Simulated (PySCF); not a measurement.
# SiFOH: relaxation and vibrations of the triplet

Aim: relax SiFOH as a triplet from a linear start, check by its vibrations whether the end is a minimum, and collect its spectrum and constants.

Program: PySCF 2.14.0. Level of theory: PBE0, basis Si def2-TZVP, F def2-TZVP, O def2-TZVP, H def2-TZVP, no relativity, density fitting. These are calculated values, not measurements.

## (1) Where the work starts

4 atoms, charge 0, spin multiplicity 3.

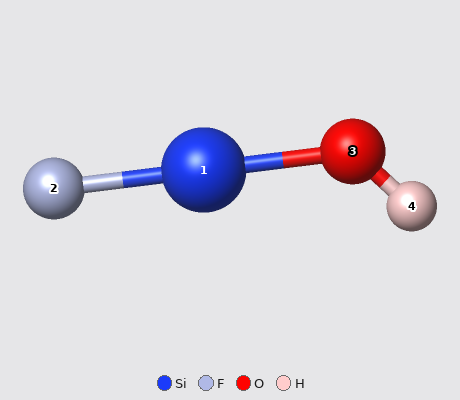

Start geometry, drawn with silicon blue, fluorine light blue, oxygen red, hydrogen pink; atoms are numbered from 1 in the order of the file.

Coordinates in bohr (charge 0 multiplicity 3):
```
Si    0.0000    0.0000    0.0000
F     0.0000    0.0000    3.4015
O     0.0000    0.0000   -3.3826
H     1.3897    0.0000   -4.5488
```

## (2) Finding the electronic state

One driver script runs all steps and calls PySCF; scf.py shows how it sets up the SCF of each step. The optimiser is the driver's own. After this first run the driver tries any further starts and a stability analysis.

Input file scf.py:

```python
from pyscf import gto, scf, dft
mol = gto.M(atom='''
Si     0.000000     0.000000     0.000000
F      0.000000     0.000000     1.800000
O      0.000000     0.000000    -1.790000
H      0.735400     0.000000    -2.407100''',
    basis={'Si': 'def2-TZVP', 'F': 'def2-TZVP', 'O': 'def2-TZVP', 'H': 'def2-TZVP'},
    charge=0, spin=2)
mf = dft.UKS(mol, xc='PBE0')
mf.grids.atom_grid = (50, 194)
aux = {'Si': 'def2-universal-JKFIT', 'F': 'def2-universal-JKFIT', 'O': 'def2-universal-JKFIT', 'H': 'def2-universal-JKFIT'}
mf = mf.density_fit(auxbasis=aux)
mf.conv_tol = 1e-08
mf.diis_space = 10
mf.max_cycle = 60
mf.init_guess = 'minao'
mf.verbose = 4
mf.kernel()
```

Run with:

```console
> OMP_NUM_THREADS=4 python axn.py task.json out
```

Log:

```text
init E= -464.863851897007
[... the frontier-level lines of each cycle are left out ...]
cycle= 1 E= -464.725477283226  delta_E= 0.138  |g|= 0.633  |ddm|= 1.38
cycle= 2 E= -464.147071088921  delta_E= 0.578  |g|= 1.38  |ddm|= 1.06
cycle= 3 E= -464.87602237923  delta_E= -0.729  |g|= 0.0717  |ddm|= 0.738
cycle= 4 E= -464.875896062534  delta_E= 0.000126  |g|= 0.0907  |ddm|= 0.112
cycle= 5 E= -464.878756463988  delta_E= -0.00286  |g|= 0.0116  |ddm|= 0.0447
cycle= 6 E= -464.878812873352  delta_E= -5.64e-05  |g|= 0.00275  |ddm|= 0.0101
cycle= 7 E= -464.878816781147  delta_E= -3.91e-06  |g|= 0.000812  |ddm|= 0.00371
cycle= 8 E= -464.87881711185  delta_E= -3.31e-07  |g|= 0.0002  |ddm|= 0.000725
cycle= 9 E= -464.878817150033  delta_E= -3.82e-08  |g|= 6.28e-05  |ddm|= 0.00031
cycle= 10 E= -464.878817155128  delta_E= -5.09e-09  |g|= 1.91e-05  |ddm|= 0.000132
Extra cycle  E= -464.878817155236  delta_E= -1.08e-10  |g|= 2.82e-05  |ddm|= 2.84e-05
converged SCF energy = -464.878817155236  <S^2> = 2.0079281  2S+1 = 3.0052808
```

This step, with its further starts and checks, took 9.9 s on 4 threads of Arm Neoverse V1, shared host.

Energies from each starting density:

| start | energy (Eh) |
| --- | --- |
| the minimal-basis guess | -464.878817 |
| a thermally smeared density | -464.878817 |
| a smeared PBE density | -464.878817 |

The test of internal stability and the other starts found no lower solution of this spin.

## (3) Linear start, triplet: relaxation

The program finds Cs symmetry in the start, which this walk keeps.

Changes to scf.py since step 2:

```diff
@@ -3,4 +3,4 @@
-Si     0.000000     0.000000     0.000000
-F      0.000000     0.000000     1.800000
-O      0.000000     0.000000    -1.790000
-H      0.735400     0.000000    -2.407100''',
+Si    -0.011585     0.000000    -0.049084
+F     -0.011585     0.000000     1.750916
+O     -0.011585     0.000000    -1.839084
+H      0.723815     0.000000    -2.456184''',
@@ -16 +15,0 @@
-mf.init_guess = 'minao'
```

The optimiser's trace:

```
step  energy (Eh)  change (kJ/mol)  largest symmetric gradient (Eh/bohr)
   0  -464.878817             0.00                               0.05270
   1  -464.897123           -48.06                               0.01666
   2  -464.898722           -52.26                               0.01950
   3  -464.899734           -54.92                               0.00700
   4  -464.899885           -55.31                               0.00219
   5  -464.899932           -55.44                               0.00100
   6  -464.899934           -55.44                               0.00086
   7  -464.899935           -55.44                               0.00004
```

The walk took 9.3 s.

Geometry (Å) and forces (eV/Å) at some steps:

```
step 0
Si  -0.012   0.000  -0.049   0.687   0.000   0.006
F   -0.012   0.000   1.751  -0.127   0.000  -2.710
O   -0.012   0.000  -1.839  -1.156   0.000   2.149
H    0.724   0.000  -2.456   0.596   0.000   0.554
step 1
Si   0.036   0.000  -0.073  -0.078   0.000  -0.080
F   -0.013   0.000   1.595   0.149   0.000  -0.857
O   -0.058   0.000  -1.767   0.074   0.000   0.304
H    0.724   0.000  -2.348  -0.145   0.000   0.633
step 4
Si  -0.007   0.000  -0.109  -0.024   0.000   0.013
F    0.040   0.000   1.522   0.027   0.000  -0.019
O   -0.099   0.000  -1.776   0.078   0.000  -0.108
H    0.755   0.000  -2.230  -0.081   0.000   0.113
step 7
Si  -0.017   0.000  -0.115  -0.002   0.000  -0.002
F    0.051   0.000   1.515  -0.002   0.000   0.001
O   -0.105   0.000  -1.784   0.004   0.000   0.000
H    0.760   0.000  -2.210   0.001   0.000   0.001
```

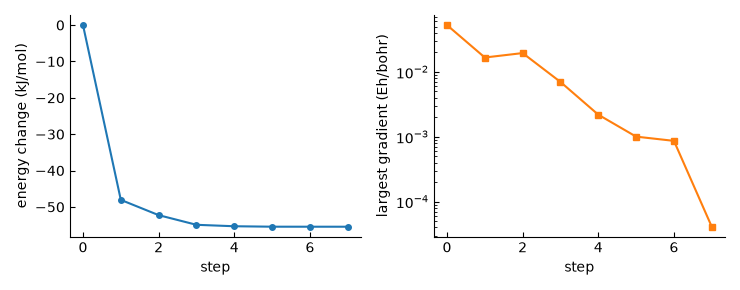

Energy and largest gradient along the walk.

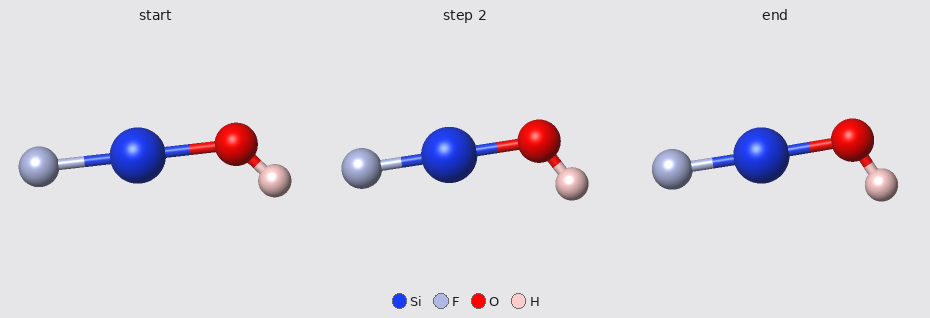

Start and end of the relaxation, with a step between.

After 7 steps and 55.4 kJ/mol it ends at Cs: O–H 0.965 Å, Si–F 1.631 Å, Si–O 1.672 Å; F–Si–O 179.3°, H–O–Si 113.2°.

## (4) Hessian and properties

The point is checked on the finer grid, and tightened if its gradient asks for it. The Hessian and the dipole derivatives come from central differences of analytic gradients, with steps of 0.02 bohr.

Changes to scf.py since step 3:

```diff
@@ -3,4 +3,4 @@
-Si    -0.011585     0.000000    -0.049084
-F     -0.011585     0.000000     1.750916
-O     -0.011585     0.000000    -1.839084
-H      0.723815     0.000000    -2.456184''',
+Si    -0.010879     0.000000    -0.033742
+F      0.057745     0.000000     1.595948
+O     -0.098702     0.000000    -1.702899
+H      0.767378     0.000000    -2.128763''',
@@ -10 +10 @@
-mf.grids.atom_grid = (50, 194)
+mf.grids.atom_grid = (75, 302)
@@ -13 +13 @@
-mf.conv_tol = 1e-08
+mf.conv_tol = 1e-10
```

This SCF starts from the last density.

SCF at the final geometry:

```text
init E= -464.899913685706
[... the frontier-level lines of each cycle are left out ...]
cycle= 1 E= -464.899913685707  delta_E= -5.68e-13  |g|= 1.23e-06  |ddm|= 1.26e-06
Extra cycle  E= -464.899913685707  delta_E= 4.55e-13  |g|= 2.12e-06  |ddm|= 1.61e-06
converged SCF energy = -464.899913685707  <S^2> = 2.0062007  2S+1 = 3.0041309
```

The whole step took 45 s.

Geometry: Cs; O–H 0.965 Å, Si–F 1.631 Å, Si–O 1.671 Å; F–Si–O 179.4°, H–O–Si 113.2°.

Harmonic modes (main isotopes):

```csv
symmetry,ω (cm⁻¹),IR (km/mol)
a'',326i,1.3
a',320,27.2
a',629,0.8
a',869,308
a',950,45.3
a',3808,88.8
```

With 1 mode imaginary (up to 326i cm⁻¹) this point is a saddle.

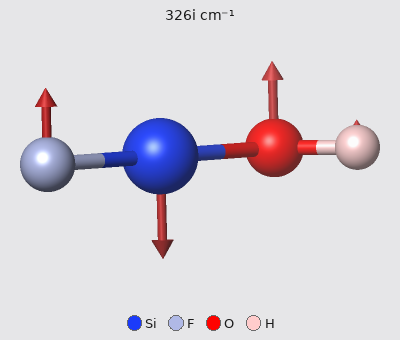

The imaginary mode, as arrows.

Properties at this point:

- Dipole moment: 1.98 D
- Highest occupied level: -4.86 eV
- Lowest empty level: -3.44 eV
- Rotational constants: 22.9, 0.1695, 0.1683 cm⁻¹
- Zero-point energy (real modes): 39.3 kJ/mol
- Principal polarisabilities: 26.8, 30.5, 37.6 bohr³
- Atomisation energy without zero-point energy: 1194 kJ/mol
- Principal traceless quadrupole moments about the centre of mass: -6.81, 2.80, 4.01 D Å
- Spin squared ⟨S²⟩: 2.006

Charges (e) and bond orders:

```csv
atom,Mulliken,Löwdin,polar tensor,spin (Mulliken),Mayer order to Si1
Si1,0.30,0.02,0.81,1.76,–
F2,-0.23,-0.04,-0.50,0.10,1.09
O3,-0.40,-0.14,-0.60,0.11,1.21
H4,0.33,0.16,0.28,0.02,0.04
```

Outer orbital energies (eV). α occupied: -16.40, -14.88, -12.84, -12.65, -12.29, -10.76, -7.58, -4.86; empty: -2.40, 0.97, 3.37, 4.41. β occupied: -32.93, -28.67, -15.60, -14.15, -12.49, -12.20, -11.48, -10.66; empty: -3.44, -0.89, -0.39, 1.28.

Mulliken populations on Si1: s 5.39, p 7.80, d 0.41, f 0.09.

## (5) Leaving the saddle point

The start is the last point, displaced along its most imaginary mode.

The program finds C1 symmetry in the start. Threshold on the gradient: 0.0003 Eh/bohr, with a further test on the energy change.

Changes to scf.py since step 4:

```diff
@@ -3,4 +3,4 @@
-Si    -0.010879     0.000000    -0.033742
-F      0.057745     0.000000     1.595948
-O     -0.098702     0.000000    -1.702899
-H      0.767378     0.000000    -2.128763''',
+Si    -0.010682    -0.120000    -0.033637
+F      0.057943     0.089636     1.596052
+O     -0.098504     0.101375    -1.702795
+H      0.767575     0.032560    -2.128659''',
@@ -10 +10 @@
-mf.grids.atom_grid = (75, 302)
+mf.grids.atom_grid = (50, 194)
@@ -13 +13 @@
-mf.conv_tol = 1e-10
+mf.conv_tol = 1e-08
```

The optimiser's trace:

| step | energy (Eh) | change (kJ/mol) | largest gradient (Eh/bohr) |
| --- | --- | --- | --- |
| 0 | -464.904076 | 0.00 | 0.01709 |
| 1 | -464.911917 | -20.59 | 0.02063 |
| 2 | -464.920543 | -43.23 | 0.02493 |
| 3 | -464.927316 | -61.02 | 0.02888 |
| 4 | -464.930724 | -69.96 | 0.00376 |
| 5 | -464.930961 | -70.58 | 0.00567 |
| 6 | -464.931113 | -70.98 | 0.00217 |
| 7 | -464.931124 | -71.01 | 0.00082 |
| 8 | -464.931129 | -71.03 | 0.00027 |
| 9 | -464.931131 | -71.03 | 0.00026 |

The walk took 15 s.

Positions (Å) and forces (eV/Å) along the way:

```
step 0
Si  -0.011  -0.120  -0.034  -0.237  -0.879   0.048
F    0.058   0.090   1.596   0.095   0.453  -0.539
O   -0.099   0.101  -1.703   0.254   0.350   0.443
H    0.768   0.033  -2.129  -0.112   0.076   0.049
step 1
Si  -0.088  -0.224  -0.041  -0.216  -1.060   0.074
F    0.106   0.145   1.545   0.070   0.522  -0.705
O   -0.086   0.132  -1.682   0.149   0.568   0.616
H    0.784   0.051  -2.091  -0.004  -0.030   0.014
step 5
Si  -0.202  -0.512  -0.062  -0.018  -0.040   0.151
F    0.180   0.292   1.282  -0.021  -0.016  -0.203
O   -0.043   0.246  -1.517  -0.257   0.091   0.204
H    0.780   0.077  -1.971   0.296  -0.035  -0.153
step 9
Si  -0.218  -0.527  -0.060   0.008  -0.004  -0.011
F    0.192   0.300   1.255  -0.006   0.007  -0.001
O   -0.045   0.244  -1.506  -0.004  -0.003  -0.003
H    0.788   0.086  -1.958   0.002   0.000   0.015
```

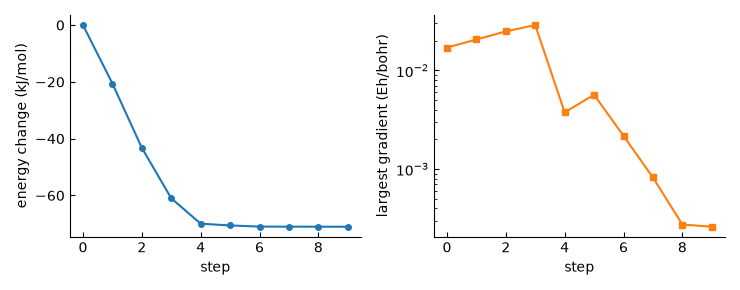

Energy and largest gradient along the walk.

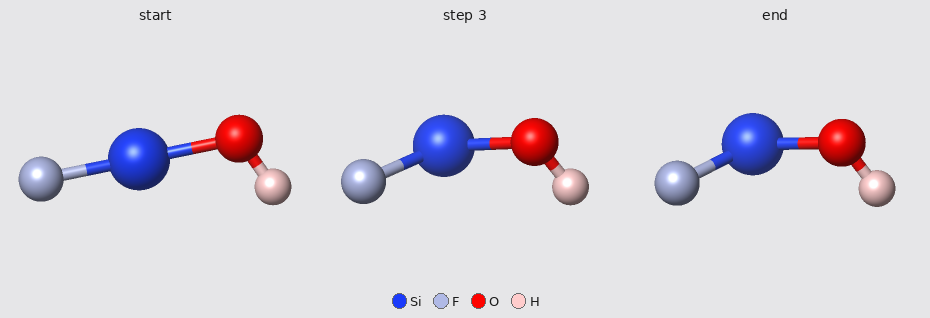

Start and end of the relaxation, with a step between.

It settles in C1 symmetry, 71.0 kJ/mol below the start, after 9 steps: O–H 0.961 Å, Si–F 1.606 Å, Si–O 1.648 Å; F–Si–O 116.8°, H–O–Si 115.3°.

## (6) Frequencies

As before: finer grid, then central differences.

Changes to scf.py since step 5:

```diff
@@ -3,4 +3,4 @@
-Si    -0.010682    -0.120000    -0.033637
-F      0.057943     0.089636     1.596052
-O     -0.098504     0.101375    -1.702795
-H      0.767575     0.032560    -2.128659''',
+Si    -0.185450    -0.448539     0.000309
+F      0.233976     0.379437     1.311372
+O     -0.011317     0.319404    -1.447134
+H      0.828461     0.169218    -1.890218''',
@@ -10 +10 @@
-mf.grids.atom_grid = (50, 194)
+mf.grids.atom_grid = (75, 302)
@@ -13 +13 @@
-mf.conv_tol = 1e-08
+mf.conv_tol = 1e-10
```

SCF at the final geometry:

```text
init E= -464.931158171738
[... the frontier-level lines of each cycle are left out ...]
cycle= 1 E= -464.931158171723  delta_E= 1.5e-11  |g|= 1.06e-05  |ddm|= 7.61e-06
cycle= 2 E= -464.931158171666  delta_E= 5.67e-11  |g|= 1.74e-05  |ddm|= 1.11e-05
cycle= 3 E= -464.931158171752  delta_E= -8.55e-11  |g|= 4.62e-07  |ddm|= 6.89e-06
Extra cycle  E= -464.931158171752  delta_E= -2.27e-13  |g|= 7.65e-07  |ddm|= 7.58e-07
converged SCF energy = -464.931158171752  <S^2> = 2.0020552  2S+1 = 3.0013698
```

The whole step took 52 s on 4 threads of Arm Neoverse V1, shared host.

Geometry: C1; O–H 0.961 Å, Si–F 1.606 Å, Si–O 1.648 Å; F–Si–O 116.7°, H–O–Si 115.1°.

Harmonic modes (main isotopes):

```
symmetry  ω (cm⁻¹)  IR (km/mol)
       a       268          6.5
       a       367          112
       a       800         80.4
       a       869          173
       a       956         58.4
       a      3862          139
```

All wavenumbers are real: a minimum.

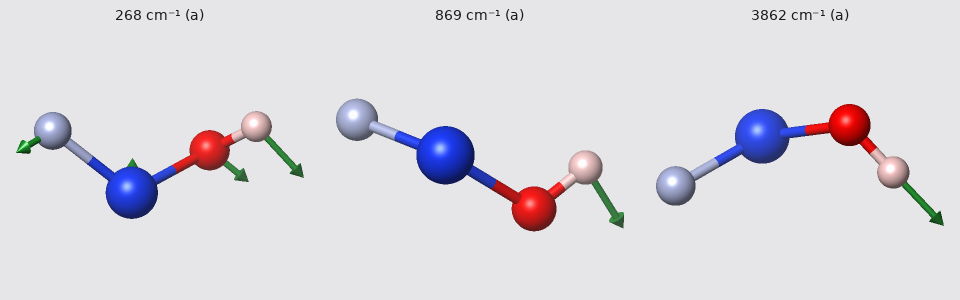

Displacements of 3 of the modes, as arrows (one member where a mode is degenerate).

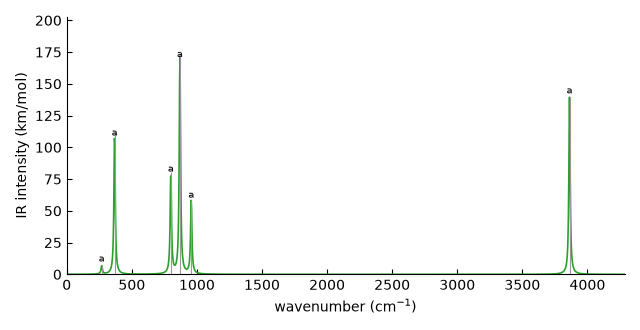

The harmonic infrared spectrum (widths in cm⁻¹). Lines are broadened to a width of 12 cm⁻¹ (Lorentzian).

Constants and moments:

```
Dipole moment                                                   : 1.92 D
Highest occupied level                                          : -4.82 eV
Lowest empty level                                              : -4.09 eV
Rotational constants                                            : 1.365, 0.238, 0.2061 cm⁻¹
Zero-point energy                                               : 42.6 kJ/mol
Principal polarisabilities                                      : 26.7, 28.9, 33.3 bohr³
Atomisation energy without zero-point energy                    : 1276 kJ/mol
Principal traceless quadrupole moments about the centre of mass : -5.08, -0.55, 5.63 D Å
Entropy at 298.15 K and 1 bar (electronic part: spin only)      : 278.1 J/(mol K)
Heat capacity Cp at 298.15 K                                    : 53.7 J/(mol K)
Enthalpy at 298.15 K above 0 K                                  : 12.51 kJ/mol
Rotational symmetry number                                      : 1
Spin squared ⟨S²⟩                                               : 2.002
```

Populations by atom (charges in e):

| atom | Mulliken | Löwdin | polar tensor | spin (Mulliken) | Mayer order to Si1 |
| --- | --- | --- | --- | --- | --- |
| Si1 | 0.39 | -0.04 | 0.86 | 1.80 | – |
| F2 | -0.27 | -0.01 | -0.52 | 0.08 | 1.10 |
| O3 | -0.46 | -0.12 | -0.66 | 0.11 | 1.23 |
| H4 | 0.34 | 0.18 | 0.31 | 0.01 | 0.02 |

Outer orbital energies (eV). α occupied: -16.50, -14.77, -12.98, -12.84, -12.14, -10.66, -8.84, -4.82; empty: 0.00, 0.65, 2.24, 4.54. β occupied: -33.21, -28.77, -15.91, -14.26, -12.61, -12.44, -11.41, -10.44; empty: -4.09, -0.36, 0.73, 1.70.

Mulliken populations on Si1: s 5.20, p 7.92, d 0.40, f 0.08.

## (7) All stationary points

| spin | group | bonds | imaginary modes (cm⁻¹) | ΔE (kJ/mol) | with zero-point energy |
| --- | --- | --- | --- | --- | --- |
| triplet | C1 | O–H 0.961 Å, Si–F 1.606 Å, Si–O 1.648 Å | none | 0.0 | 0.0 |
| triplet | Cs | O–H 0.965 Å, Si–F 1.631 Å, Si–O 1.671 Å | 326i | 82.0 | – |

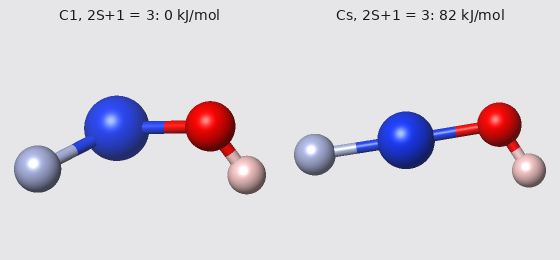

The points, lowest first (silicon blue, fluorine light blue, oxygen red, hydrogen pink).

## (8) Summary of results

```
                                          quantity                                                                  value
                                           minimum                                                            triplet, C1
                                          geometry  O–H 0.961 Å, Si–F 1.606 Å, Si–O 1.648 Å; F–Si–O 116.7°, H–O–Si 115.1°
                                wavenumbers (cm⁻¹)                  268 (a), 367 (a), 800 (a), 869 (a), 956 (a), 3862 (a)
                                     dipole moment                                                                 1.92 D
highest occupied, lowest empty level (either spin)                                                        -4.82, -4.09 eV
                        polar-tensor charge of Si1                                                                +0.86 e
                                 zero-point energy                                                            42.6 kJ/mol
                               entropy at 298.15 K                                                        278.1 J/(mol K)
         atomisation energy (no zero-point energy)                                                            1276 kJ/mol
                                              ⟨S²⟩                                                                  2.002
```

The linear start ends in a minimum without symmetry. The strongest infrared band lies at 869 cm⁻¹ (a). Most of the spin sits on Si1 (Mulliken spin 1.80, against 2 for the whole molecule). Only this shape and spin were tried, so other structures or states may lie lower.

The search up to here took 2.2 min.
